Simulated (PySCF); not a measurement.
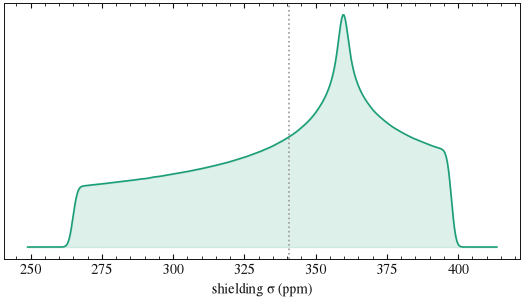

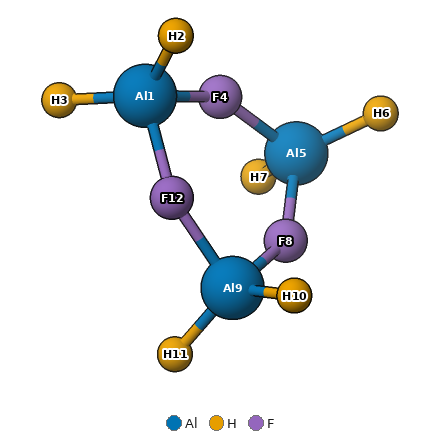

Static powder pattern (¹⁹F) from GIAO shielding tensors of Al₃H₆F₃, singlet, PBE/pcSseg-1 (pcSseg-2 on Al) in PySCF 2.14.0, at a PBE0-D3(BJ)/def2-SVP geometry (no frequency check); absolute shielding, one fixed geometry of the isolated molecule without any motion, no dipolar terms. The dotted line is the isotropic value; skew is 3(σiso − σ22)/span.

Question: The pattern belongs to F12. Give the principal values, span and skew.

Answer: F12: σ11, σ22, σ33 = 265, 360, 398 ppm, isotropic 341, span 133 ppm, skew −0.43.
